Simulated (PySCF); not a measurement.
**C₅HF₅N+: NMR shifts at several levels of theory**

Aim: compute the NMR shifts of C₅HF₅N+ (`Fc1[nH+]c(F)c(F)c(F)c1F`) at several levels, and see how far they spread and what each costs.

The runs use PySCF 2.14.0, with density-fitted response routines of our own; the level of theory stands in each step. All values are computed, except where a source is named. Atoms are numbered from 0 throughout.

## Step 1: The molecule as given

12 atoms, charge 1, multiplicity 1; geometry from: GFN2-xTB.

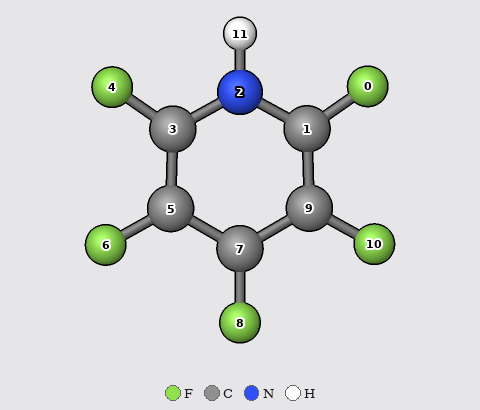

The starting geometry (fluorine green, carbon grey, nitrogen blue, hydrogen white), atoms numbered.

## Step 2: Geometry optimisation at PBE0-D3(BJ)/def2-SVP

Job settings and geometry (Å):

```
{"job": {"xc": "PBE0", "basis": "def2-SVP", "d3": "d3bj", "grid": 1, "kind": "geom"}, "charge": 1, "multiplicity": 1}
F      2.639900    -0.965000     0.094600
C      1.404830    -0.565660     0.045020
N      0.469920    -1.524350    -0.091320
C     -0.846110    -1.247380    -0.153890
F     -1.645270    -2.262550    -0.288410
C     -1.294040     0.071560    -0.074980
F     -2.570620     0.347400    -0.130920
C     -0.339170     1.099990     0.065950
F     -0.721200     2.338480     0.140620
C      1.032700     0.776520     0.125900
F      1.935690     1.712950     0.254640
H      0.772800    -2.506180    -0.150140
```

The log of the run:

```text
step   0  E = -743.46953126  max force = 0.012327
step   1  E = -743.47028819  max force = 0.007949
step   2  E = -743.47020772  max force = 0.007321
step   3  E = -743.47051753  max force = 0.000810
step   4  E = -743.47051864  max force = 0.000898
step   5  E = -743.47053231  max force = 0.000300
optimisation converged
```

Wall time 37 s (8 threads of Intel Xeon Platinum 8488C (Sapphire Rapids), shared host).

Step by step: (the energy doesn't fall at every step)

```tsv
step	energy from step 0 (eV)	largest force component (eV/Å)
0	0.0000	0.6339
1	-0.0206	0.4088
2	-0.0184	0.3765
3	-0.0268	0.0417
4	-0.0269	0.0462
5	-0.0272	0.0154
```

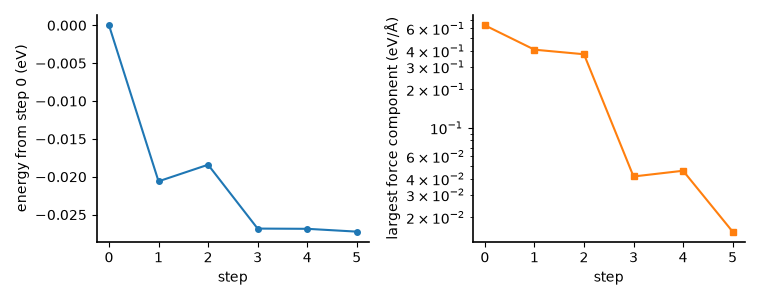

Energy and force, step by step.

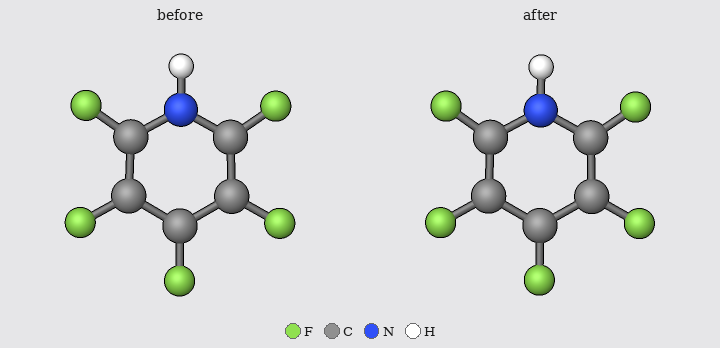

Before and after, at one scale.

Distances of close pairs at the start and the end, largest changes first:

```tsv
bond	before (Å)	after (Å)	change (Å)
F0–C1	1.299	1.286	-0.013
C3–F4	1.299	1.287	-0.012
C7–F8	1.298	1.288	-0.011
C9–F10	1.307	1.298	-0.010
C3–C5	1.395	1.386	-0.010
C5–F6	1.307	1.298	-0.010
C1–C9	1.395	1.386	-0.009
C7–C9	1.411	1.405	-0.006
```

The end geometry stands in the next job.

```tsv
at the end point	value
point group (found at 0.08 Å tolerance)	C2v
rotational constants (GHz, main isotopes)	1.459, 1.074, 0.619
```

## Step 3: NMR shieldings: PBE0/pcSseg-2

Job settings and geometry (Å):

```
{"job": {"kind": "nmr", "xc": "PBE0", "basis": "pcSseg-2", "pop": false}, "charge": 1, "multiplicity": 1}
F      2.632287    -0.952852     0.084725
C      1.408588    -0.558055     0.043887
N      0.466178    -1.515162    -0.073767
C     -0.853684    -1.245639    -0.134172
F     -1.646181    -2.252742    -0.250174
C     -1.293366     0.066875    -0.072777
F     -2.559049     0.346986    -0.131750
C     -0.333168     1.084376     0.051267
F     -0.715923     2.312600     0.107162
C      1.035712     0.774997     0.111924
F      1.929420     1.709123     0.223929
H      0.768617    -2.494727    -0.123184
```

Level: GIAO PBE0/pcSseg-2 NMR shielding, non-relativistic, gas phase.

The log of the run:

```text
coarse grid: 12544 points
cycle   1  E = -744.1496561628  dE =  2.986e+00  |g| = 1.018e+00  |ddm| = 3.207e+00
cycle   2  E = -743.7662420469  dE =  3.834e-01  |g| = 1.861e+00  |ddm| = 1.482e+00
cycle   3  E = -744.3306669949  dE = -5.644e-01  |g| = 1.467e-01  |ddm| = 9.073e-01
cycle   4  E = -744.3332050712  dE = -2.538e-03  |g| = 6.162e-02  |ddm| = 9.924e-02
cycle   5  E = -744.3337744915  dE = -5.694e-04  |g| = 2.798e-02  |ddm| = 4.885e-02
cycle   6  E = -744.3339286962  dE = -1.542e-04  |g| = 6.309e-03  |ddm| = 1.780e-02
cycle   7  E = -744.3339371724  dE = -8.476e-06  |g| = 1.522e-03  |ddm| = 4.865e-03
final grid: 130424 points
cycle   8  E = -744.3256371529  dE = -1.215e-04  |g| = 5.604e-03  |ddm| = 5.193e-02
cycle   9  E = -744.3256306592  dE =  6.494e-06  |g| = 8.292e-03  |ddm| = 8.339e-03
cycle  10  E = -744.3256435825  dE = -1.292e-05  |g| = 1.088e-03  |ddm| = 4.578e-03
cycle  11  E = -744.3256437315  dE = -1.490e-07  |g| = 2.970e-04  |ddm| = 6.825e-04
cycle  12  E = -744.3256437426  dE = -1.106e-08  |g| = 1.283e-04  |ddm| = 1.870e-04
cycle  13  E = -744.3256437457  dE = -3.056e-09  |g| = 2.013e-05  |ddm| = 8.294e-05
cycle  14  E = -744.3256437457  dE = -5.753e-11  |g| = 1.123e-05  |ddm| = 1.759e-05
converged SCF energy = -744.3256437457

GIAO shielding tensors (ppm)
atom      isotropic    diamagn.    paramagn.     s11        s22        s33       span
  0 F      268.737     461.727    -192.990    177.668    239.940    388.602    210.934
  1 C       29.292     256.143    -226.851    -31.162     26.160     92.877    124.040
  2 N       87.925     321.310    -233.386      3.448     90.143    170.183    166.735
  3 C       29.343     256.167    -226.824    -31.061     26.238     92.852    123.913
  4 F      268.818     461.724    -192.907    177.710    240.146    388.598    210.888
  5 C       36.901     254.961    -218.060      2.229      8.159    100.315     98.086
  6 F      323.830     460.730    -136.901    232.240    270.418    468.830    236.590
  7 C       10.549     254.642    -244.093    -48.529    -16.910     97.085    145.614
  8 F      255.488     461.268    -205.780    133.071    153.015    480.379    347.308
  9 C       37.006     254.961    -217.955      2.465      8.243    100.310     97.845
 10 F      324.027     460.728    -136.701    232.551    270.434    469.096    236.544
 11 H       21.524      26.624      -5.101     15.339     23.016     26.216     10.877
```

Wall time 69 s (8 threads of Intel Xeon Platinum 8488C (Sapphire Rapids), shared host).

Shifts follow as δ = σ(reference) − σ, with reference shieldings (ppm) from runs at the same level and on the same kind of geometry: 1H TMS 31.25, 13C TMS 184.1, 19F CFCl3 175.8, 15N NH3 261.7. The references are single molecules in the gas phase, so shifts against H2O, NH3, PH3, H3PO4 or CFCl3 are not on the usual liquid scales and can be off by tens of ppm. Atoms listed in one row are averaged.

```tsv
atoms	environment	σ (ppm)	δ (ppm)
C7	aromatic carbon bearing fluorine	10.5	173.6
C1, C3	aromatic carbon bearing fluorine	29.3	154.8
C5, C9	aromatic carbon bearing fluorine	37.0	147.2
H11	hydrogen on a cationic ring nitrogen	21.52	9.72
F8	aryl fluorine	255.5	-79.7
F0, F4	aryl fluorine	268.8	-93.0
F6, F10	aryl fluorine	323.9	-148.1
N2	cationic ring nitrogen	87.9	173.8
```

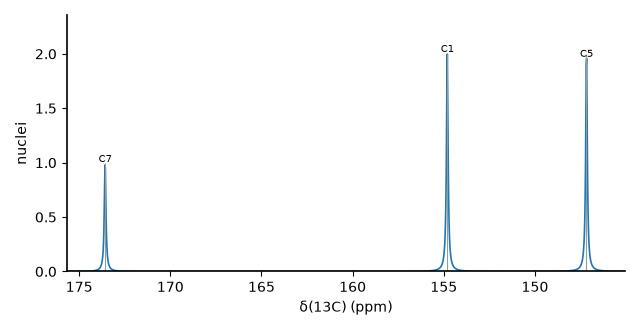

13C lines at the computed shifts, without couplings. Lines are broadened to a width of 0.11 ppm (Lorentzian).

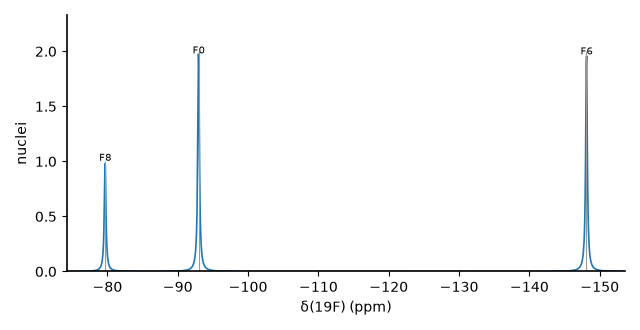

19F lines at the computed shifts, without couplings. Lines are broadened to a width of 0.27 ppm (Lorentzian).

Ring of atoms C1, N2, C3, C5, C7, C9: NICS(0) -14.2, NICS(1) -9.2, NICS(1)zz -20.1 ppm (means of both faces).

## Step 4: NMR shieldings: PBE/pcSseg-2

The job, as its differences from that of step 3:

```diff
@@ -1,2 +1,2 @@
-{"job": {"kind": "nmr", "xc": "PBE0", "basis": "pcSseg-2", "pop": false}, "charge": 1, "multiplicity": 1}
+{"job": {"kind": "nmr", "xc": "PBE", "basis": "pcSseg-2", "pop": false}, "charge": 1, "multiplicity": 1}
 F      2.632287    -0.952852     0.084725
```

Level: GIAO PBE/pcSseg-2 NMR shielding, non-relativistic, gas phase.

The log of the run:

```text
coarse grid: 12544 points
cycle   1  E = -744.2067251757  dE =  2.618e+00  |g| = 9.444e-01  |ddm| = 3.201e+00
cycle   2  E = -743.3464161053  dE =  8.603e-01  |g| = 2.465e+00  |ddm| = 1.758e+00
cycle   3  E = -744.3395804610  dE = -9.932e-01  |g| = 2.562e-01  |ddm| = 1.340e+00
cycle   4  E = -744.3451556698  dE = -5.575e-03  |g| = 1.803e-01  |ddm| = 2.505e-01
cycle   5  E = -744.3518063321  dE = -6.651e-03  |g| = 5.616e-02  |ddm| = 1.470e-01
cycle   6  E = -744.3524616278  dE = -6.553e-04  |g| = 2.370e-02  |ddm| = 5.014e-02
cycle   7  E = -744.3525903584  dE = -1.287e-04  |g| = 3.862e-03  |ddm| = 1.564e-02
cycle   8  E = -744.3525922386  dE = -1.880e-06  |g| = 1.917e-03  |ddm| = 2.717e-03
final grid: 130424 points
cycle   9  E = -744.3425126513  dE = -1.942e-04  |g| = 1.141e-02  |ddm| = 7.101e-02
cycle  10  E = -744.3424167033  dE =  9.595e-05  |g| = 2.547e-02  |ddm| = 1.889e-02
cycle  11  E = -744.3425352392  dE = -1.185e-04  |g| = 2.875e-03  |ddm| = 1.380e-02
cycle  12  E = -744.3425365737  dE = -1.335e-06  |g| = 1.294e-03  |ddm| = 3.061e-03
cycle  13  E = -744.3425369575  dE = -3.838e-07  |g| = 3.133e-04  |ddm| = 1.064e-03
cycle  14  E = -744.3425369770  dE = -1.952e-08  |g| = 1.187e-04  |ddm| = 2.441e-04
cycle  15  E = -744.3425369797  dE = -2.671e-09  |g| = 3.110e-05  |ddm| = 9.231e-05
cycle  16  E = -744.3425369798  dE = -1.455e-10  |g| = 1.232e-05  |ddm| = 2.142e-05
converged SCF energy = -744.3425369798

GIAO shielding tensors (ppm)
atom      isotropic    diamagn.    paramagn.     s11        s22        s33       span
  0 F      251.547     461.771    -210.224    162.158    213.575    378.908    216.751
  1 C       26.971     255.340    -228.369    -27.001     23.062     84.852    111.854
  2 N       85.303     320.294    -234.992      5.352     91.142    159.413    154.061
  3 C       27.016     255.365    -228.349    -26.924     23.155     84.818    111.742
  4 F      251.622     461.770    -210.148    162.212    213.739    378.914    216.703
  5 C       31.755     254.948    -223.193     -2.453      6.257     91.462     93.915
  6 F      300.316     460.839    -160.522    193.653    245.103    462.193    268.540
  7 C        8.437     254.513    -246.076    -40.457    -22.935     88.703    129.160
  8 F      235.805     461.408    -225.603     91.496    141.333    474.588    383.092
  9 C       31.859     254.944    -223.085     -2.602      6.733     91.448     94.050
 10 F      300.552     460.836    -160.283    194.027    245.110    462.519    268.492
 11 H       21.818      27.175      -5.357     16.172     23.204     26.077      9.905
```

Wall time 41 s (8 threads of Intel Xeon Platinum 8488C (Sapphire Rapids), shared host).

In short: δ C7 171.0, C1 152.4, C5 147.6, F8 -92.9, H11 9.36 ppm (means over like atoms).

## Step 5: Shielding tensors: wB97X-D/pcSseg-2

The job, as its differences from that of step 4:

```diff
@@ -1,2 +1,2 @@
-{"job": {"kind": "nmr", "xc": "PBE", "basis": "pcSseg-2", "pop": false}, "charge": 1, "multiplicity": 1}
+{"job": {"kind": "nmr", "xc": "wB97X-D", "basis": "pcSseg-2", "pop": false}, "charge": 1, "multiplicity": 1}
 F      2.632287    -0.952852     0.084725
```

Method: GIAO wB97X-D/pcSseg-2 NMR shielding, non-relativistic, gas phase.

The log of the run:

```text
coarse grid: 12544 points
cycle   1  E = -744.5772601359  dE =  3.331e+00  |g| = 1.195e+00  |ddm| = 3.165e+00
cycle   2  E = -744.4378230204  dE =  1.394e-01  |g| = 1.635e+00  |ddm| = 1.512e+00
cycle   3  E = -744.8481714229  dE = -4.103e-01  |g| = 1.394e-01  |ddm| = 7.298e-01
cycle   4  E = -744.8505556484  dE = -2.384e-03  |g| = 3.023e-02  |ddm| = 8.931e-02
cycle   5  E = -744.8507166708  dE = -1.610e-04  |g| = 1.588e-02  |ddm| = 3.701e-02
cycle   6  E = -744.8507593744  dE = -4.270e-05  |g| = 2.195e-03  |ddm| = 9.300e-03
cycle   7  E = -744.8507604424  dE = -1.068e-06  |g| = 1.050e-03  |ddm| = 2.533e-03
final grid: 130424 points
cycle   8  E = -744.8451832288  dE = -3.295e-04  |g| = 1.551e-02  |ddm| = 8.830e-02
cycle   9  E = -744.8451664154  dE =  1.681e-05  |g| = 1.893e-02  |ddm| = 1.691e-02
cycle  10  E = -744.8452162920  dE = -4.988e-05  |g| = 1.077e-03  |ddm| = 7.320e-03
cycle  11  E = -744.8452165215  dE = -2.295e-07  |g| = 4.070e-04  |ddm| = 1.013e-03
cycle  12  E = -744.8452165557  dE = -3.414e-08  |g| = 1.306e-04  |ddm| = 4.105e-04
cycle  13  E = -744.8452165588  dE = -3.142e-09  |g| = 3.523e-05  |ddm| = 9.535e-05
cycle  14  E = -744.8452165592  dE = -3.593e-10  |g| = 1.168e-05  |ddm| = 3.660e-05
converged SCF energy = -744.8452165592

GIAO shielding tensors (ppm)
atom      isotropic    diamagn.    paramagn.     s11        s22        s33       span
  0 F      273.041     461.943    -188.902    182.872    246.200    390.050    207.178
  1 C       27.098     255.522    -228.424    -36.306     25.033     92.566    128.872
  2 N       86.354     320.537    -234.183      0.514     87.936    170.612    170.098
  3 C       27.151     255.542    -228.391    -36.208     25.120     92.540    128.748
  4 F      273.131     461.941    -188.810    182.952    246.412    390.029    207.077
  5 C       35.960     254.330    -218.370     -0.205      7.695    100.390    100.595
  6 F      330.538     461.085    -130.547    242.739    280.516    468.358    225.619
  7 C        8.045     254.019    -245.974    -54.967    -17.806     96.908    151.875
  8 F      260.060     461.487    -201.427    142.421    158.395    479.364    336.943
  9 C       36.069     254.323    -218.253      0.150      7.664    100.393    100.242
 10 F      330.727     461.078    -130.351    243.021    280.524    468.636    225.615
 11 H       21.608      26.984      -5.375     15.394     23.153     26.277     10.883
```

Wall time 85 s (8 threads of Intel Xeon Platinum 8488C (Sapphire Rapids), shared host).

This run: δ C7 176.4, C1 157.3, C5 148.4, F8 -73.6, H11 9.75 ppm (means over like atoms).

## Step 6: Shielding tensors: KT2/pcSseg-2

The job, as its differences from that of step 5:

```diff
@@ -1,2 +1,2 @@
-{"job": {"kind": "nmr", "xc": "wB97X-D", "basis": "pcSseg-2", "pop": false}, "charge": 1, "multiplicity": 1}
+{"job": {"kind": "nmr", "xc": "KT2", "basis": "pcSseg-2", "pop": false}, "charge": 1, "multiplicity": 1}
 F      2.632287    -0.952852     0.084725
```

With the program's defaults for keys left out, this is: GIAO KT2/pcSseg-2 NMR shielding, non-relativistic, gas phase.

The log of the run:

```text
coarse grid: 12544 points
cycle   1  E = -755.5692638620  dE =  2.762e+00  |g| = 1.266e+00  |ddm| = 3.529e+00
cycle   2  E = -753.8784414040  dE =  1.691e+00  |g| = 3.430e+00  |ddm| = 2.368e+00
cycle   3  E = -755.7994136755  dE = -1.921e+00  |g| = 3.156e-01  |ddm| = 1.885e+00
cycle   4  E = -755.8050001464  dE = -5.586e-03  |g| = 2.593e-01  |ddm| = 3.510e-01
cycle   5  E = -755.8188210475  dE = -1.382e-02  |g| = 8.194e-02  |ddm| = 2.163e-01
cycle   6  E = -755.8203949411  dE = -1.574e-03  |g| = 2.712e-02  |ddm| = 7.541e-02
cycle   7  E = -755.8205696282  dE = -1.747e-04  |g| = 5.753e-03  |ddm| = 1.938e-02
cycle   8  E = -755.8205739285  dE = -4.300e-06  |g| = 2.725e-03  |ddm| = 3.916e-03
final grid: 130424 points
cycle   9  E = -755.8134810536  dE = -4.502e-04  |g| = 5.588e-02  |ddm| = 3.362e-01
cycle  10  E = -755.8116007972  dE =  1.880e-03  |g| = 1.218e-01  |ddm| = 8.014e-02
cycle  11  E = -755.8139410019  dE = -2.340e-03  |g| = 5.426e-03  |ddm| = 5.721e-02
cycle  12  E = -755.8139460342  dE = -5.032e-06  |g| = 2.248e-03  |ddm| = 3.749e-03
cycle  13  E = -755.8139469147  dE = -8.805e-07  |g| = 9.192e-04  |ddm| = 1.805e-03
cycle  14  E = -755.8139471124  dE = -1.977e-07  |g| = 3.482e-04  |ddm| = 9.410e-04
cycle  15  E = -755.8139471444  dE = -3.200e-08  |g| = 6.346e-05  |ddm| = 2.893e-04
cycle  16  E = -755.8139471451  dE = -6.696e-10  |g| = 3.147e-05  |ddm| = 5.889e-05
converged SCF energy = -755.8139471451

GIAO shielding tensors (ppm)
atom      isotropic    diamagn.    paramagn.     s11        s22        s33       span
  0 F      257.255     460.676    -203.421    173.747    228.181    369.837    196.090
  1 C       36.444     256.293    -219.849    -12.958     32.246     90.043    103.000
  2 N       93.568     318.432    -224.864     15.913    101.769    163.022    147.110
  3 C       36.488     256.311    -219.824    -12.889     32.342     90.010    102.899
  4 F      257.311     460.679    -203.368    173.760    228.349    369.823    196.063
  5 C       42.374     257.317    -214.943      9.085     21.539     96.498     87.413
  6 F      308.102     459.749    -151.646    214.924    256.642    452.740    237.816
  7 C       19.713     256.560    -236.847    -23.752    -10.824     93.716    117.468
  8 F      245.242     460.458    -215.216    118.508    149.821    467.396    348.888
  9 C       42.466     257.294    -214.828      8.909     22.005     96.484     87.575
 10 F      308.300     459.743    -151.443    215.262    256.629    453.009    237.747
 11 H       21.758      27.039      -5.281     16.033     22.935     26.307     10.274
```

It took 41 s on 8 threads of Intel Xeon Platinum 8488C (Sapphire Rapids), shared host.

This run: δ C7 162.6, C1 145.8, C5 139.9, F8 -108.9, H11 9.42 ppm (means over like atoms).

## Step 7: NMR shieldings: HF/pcSseg-2

The job, as its differences from that of step 6:

```diff
@@ -1,2 +1,2 @@
-{"job": {"kind": "nmr", "xc": "KT2", "basis": "pcSseg-2", "pop": false}, "charge": 1, "multiplicity": 1}
+{"job": {"kind": "nmr", "xc": "HF", "basis": "pcSseg-2", "pop": false}, "charge": 1, "multiplicity": 1}
 F      2.632287    -0.952852     0.084725
```

With the program's defaults for keys left out, this is: GIAO HF/pcSseg-2 NMR shielding, non-relativistic, gas phase.

The log of the run:

```text
final grid: 130424 points
cycle   1  E = -741.1422721043  dE =  4.021e+00  |g| = 1.312e+00  |ddm| = 3.228e+00
cycle   2  E = -741.3963889820  dE = -2.541e-01  |g| = 8.554e-01  |ddm| = 1.476e+00
cycle   3  E = -741.5171744579  dE = -1.208e-01  |g| = 1.482e-01  |ddm| = 4.415e-01
cycle   4  E = -741.5211502343  dE = -3.976e-03  |g| = 3.283e-02  |ddm| = 1.147e-01
cycle   5  E = -741.5215433214  dE = -3.931e-04  |g| = 7.627e-03  |ddm| = 4.336e-02
cycle   6  E = -741.5215818403  dE = -3.852e-05  |g| = 3.285e-03  |ddm| = 1.045e-02
cycle   7  E = -741.5215893850  dE = -7.545e-06  |g| = 1.333e-03  |ddm| = 4.465e-03
cycle   8  E = -741.5215910920  dE = -1.707e-06  |g| = 6.251e-04  |ddm| = 2.268e-03
cycle   9  E = -741.5215914482  dE = -3.562e-07  |g| = 2.633e-04  |ddm| = 1.062e-03
cycle  10  E = -741.5215915298  dE = -8.155e-08  |g| = 8.884e-05  |ddm| = 6.449e-04
cycle  11  E = -741.5215915347  dE = -4.930e-09  |g| = 3.711e-05  |ddm| = 1.265e-04
cycle  12  E = -741.5215915353  dE = -6.507e-10  |g| = 1.154e-05  |ddm| = 5.470e-05
converged SCF energy = -741.5215915353

GIAO shielding tensors (ppm)
atom      isotropic    diamagn.    paramagn.     s11        s22        s33       span
  0 F      309.092     462.142    -153.049    217.156    299.042    411.079    193.922
  1 C       34.611     256.101    -221.490    -45.594     38.939    110.489    156.083
  2 N      100.281     322.464    -222.182     11.507     99.350    189.987    178.480
  3 C       34.685     256.127    -221.441    -45.441     39.017    110.480    155.920
  4 F      309.207     462.136    -152.929    217.263    299.296    411.060    193.797
  5 C       53.000     253.023    -200.023      9.749     29.186    120.066    110.317
  6 F      385.343     461.202     -75.859    314.636    357.632    483.759    169.123
  7 C       15.185     252.660    -237.475    -69.255     -0.221    115.030    184.285
  8 F      299.472     461.432    -161.960    185.675    218.352    494.390    308.715
  9 C       53.099     253.030    -199.930     10.232     28.988    120.079    109.847
 10 F      385.472     461.200     -75.728    314.856    357.627    483.933    169.077
 11 H       21.425      26.210      -4.784     14.063     22.994     27.218     13.155
```

It took 43 s on 8 threads of Intel Xeon Platinum 8488C (Sapphire Rapids), shared host.

This run: δ C7 176.3, C1 156.8, C5 138.4, F8 -54.2, H11 10.26 ppm (means over like atoms).

## Step 8: Comparing the runs: NMR shifts

Shifts (ppm) of some atoms, chosen among heavy atoms and hydrogens apart, means over like atoms, with basis size and wall time:

```tsv
run	C7	H11	F8	F0	F6	N2	functions	time
PBE0/pcSseg-2	173.6	9.72	-79.7	-93.0	-148.1	173.8	410	69 s
PBE/pcSseg-2	171.0	9.36	-92.9	-108.7	-157.5	175.7	410	41 s
wB97X-D/pcSseg-2	176.4	9.75	-73.6	-86.7	-144.2	173.7	410	85 s
KT2/pcSseg-2	162.6	9.42	-108.9	-120.9	-171.9	166.6	410	41 s
HF/pcSseg-2	176.3	10.26	-54.2	-63.9	-140.1	160.5	410	43 s
```

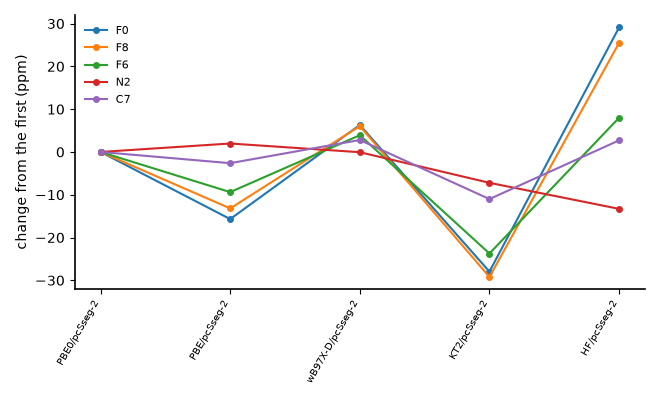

How five of the tabulated atoms move from run to run.

## Step 9: Summary of results

```
                                                                 quantity                     value
                                                              point group                       C2v
                                     rotational constants (main isotopes)      1.46, 1.07, 0.62 GHz
  13C shifts against TMS (PBE0/pcSseg-2, means over atoms taken as alike)   173.6, 154.8, 147.2 ppm
                                    1H shifts against TMS (PBE0/pcSseg-2)                  9.72 ppm
19F shifts against CFCl3 (PBE0/pcSseg-2, means over atoms taken as alike)  -79.7, -93.0, -148.1 ppm
                                   15N shifts against NH3 (PBE0/pcSseg-2)                 173.8 ppm
                           range of the shift of F0 (with its like atoms)       -120.9 to -63.9 ppm
```

**Reading.** Single values in the summary come from the first sound run of each kind (PBE0/pcSseg-2), which need not be the best level. Over 5 steps the energy fell by 0.027 eV; of the close pairs, F0–C1 changed most, 1.299 to 1.286 Å. No frequency check was run at this level, so the end point may be a saddle. At PBE0/pcSseg-2: Shielding is most anisotropic at F8 (span 347 ppm, paramagnetic term -206 ppm). NICS(1)zz of -20 ppm above the planar ring from C1 marks a diatropic (aromatic) ring current. Across the 5 runs the shift of F0 (with its like atoms) moves most, between -120.9 (KT2/pcSseg-2) and -63.9 ppm (HF/pcSseg-2).
